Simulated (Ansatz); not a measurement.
## A computed series for Au: pressure series

Consider Au in the fcc (Cu type) structure (space group Fm-3m, No. 225; a = 4.0833 Å).

Cell and atoms are relaxed at each pressure.

Calculations: Ansatz (a first-principles code) PBEsol, no spin-orbit coupling, earlier PAW set.

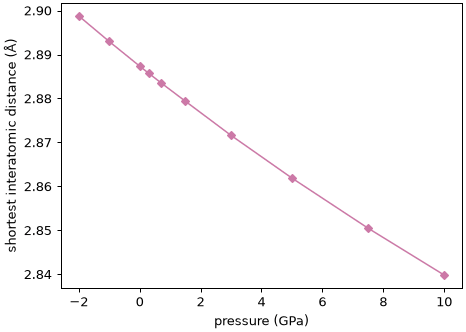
Figure. Shortest interatomic distance against pressure

From the plot, what is the shortest interatomic distance for pressure −1 GPa?

About 2.893 Å.

Is the trend monotonic over the range shown?

Yes, it falls throughout, spanning 5.366 bohr to 5.478 bohr.

Load acts through the strain it causes; cell and atoms are relaxed under it. No phonon test of stability was made. Competing high-pressure phases were not computed.
